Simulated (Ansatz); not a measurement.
**CH6BNSi (SMILES C=NB[SiH3]): density, localisation and related maps**

Input

```
crystal:
  periodic: [false, false, false]
  atoms:
    - {symbol: C, position_ang: [-0.451663, 1.901357, -1.026825]}
    - {symbol: N, position_ang: [-0.539584, 0.705727, -0.696688]}
    - {symbol: B, position_ang: [-0.603945, -0.581686, -0.315687]}
    - {symbol: Si, position_ang: [0.729228, -1.274528, 1.029797]}
    - {symbol: H, position_ang: [0.166551, 2.211982, -1.872339]}
    - {symbol: H, position_ang: [-0.991404, 2.680575, -0.483618]}
    - {symbol: H, position_ang: [-1.456481, -1.276792, -0.791575]}
    - {symbol: H, position_ang: [1.515733, -2.402255, 0.453407]}
    - {symbol: H, position_ang: [0.029100, -1.795963, 2.238323]}
    - {symbol: H, position_ang: [1.685567, -0.219515, 1.468006]}
basis:
  gaussian: {orbitals: def2-TZVPP}
hamiltonian: {xc: pbe0, dispersion: d4}
output: {orbitals: {seedname: orbitals}}
```

Launched as:

```sh
ansatz run in.yaml --threads 2 --pin off --events-out ev --progress --plain --max-ram 4352MiB
```

Geometry: PBE0-D4/def2-TZVP.

Computed with RKS PBE0-D4/def2-TZVPP (Ansatz).

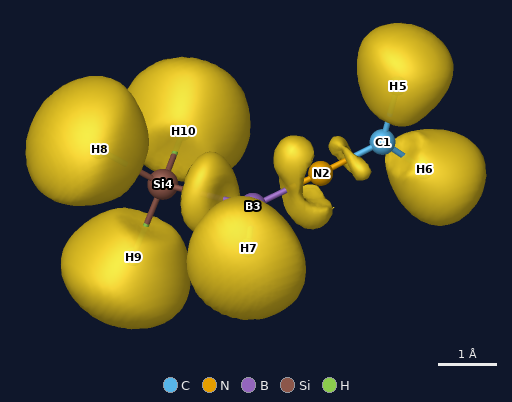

Figure 1. Isosurface of the ELF at 0.85 (yellow), seen at an oblique angle. Core shells and regions of very low density are left out.

Describe the localisation domains.

Answer. At this value the surface marks out one region between bonded B–N atoms (shared pairs), one region between bonded B–Si atoms (shared pairs), one region between bonded C–N atoms (shared pairs) and six regions around hydrogen nuclei. Along the contacts the grid gives the following. C–N (1.24 Å): the ELF peaks at about 0.90 between the atoms: a multiple bond. B–N (1.34 Å): the ELF peaks at about 0.90 between the atoms: a polar covalent bond.

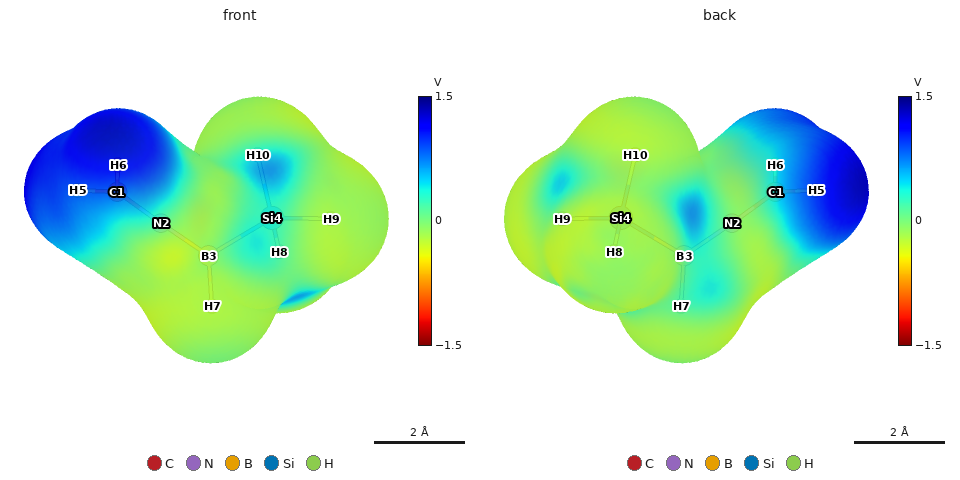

Figure 2. The electrostatic potential painted on the density surface at 0.002 e/bohr³, seen from the front and from behind; the colour scale runs from red (negative) to blue (positive).

Describe the electrostatic potential map.

Answer. The most negative region (about −0.3 V, or −7 kcal/mol for a unit charge) lies over the H and N atoms, the most positive (about +1.3 V, or +30 kcal/mol for a unit charge) over H5 and H6.

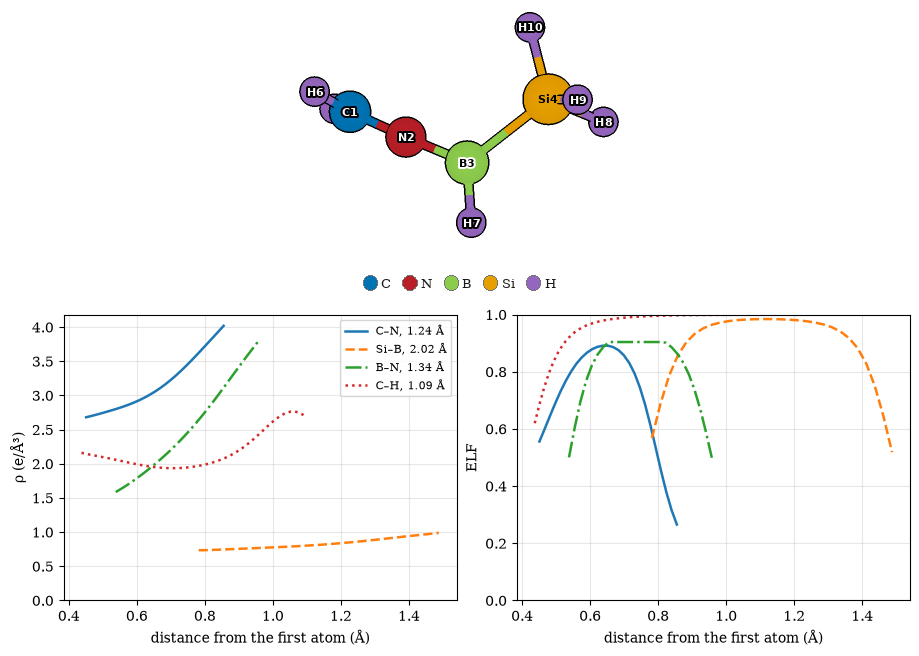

Figure 3. Electron density and ELF along straight lines between neighbouring atoms. The curves leave out the atomic cores. The structure is drawn too.

Compare the contacts.

Answer. C–N (1.24 Å): ρ at the midpoint is about 3 e/Å³; the ELF peaks at about 0.90 between the atoms (a multiple bond).
Si–B (2.02 Å): the density is about 0.78 e/Å³ at the midpoint; the ELF peaks at about 1 between the atoms, as expected for localised, covalent bonding.
B–N (1.34 Å): the density is about 2.1 e/Å³ at the midpoint; the ELF peaks at about 0.90 between the atoms (a short, strongly polar bond).
C–H (1.09 Å): ρ is about 2.1 e/Å³ halfway; the ELF climbs to about 1 towards the hydrogen, as it does in any bond to H (an ordinary covalent bond to hydrogen).
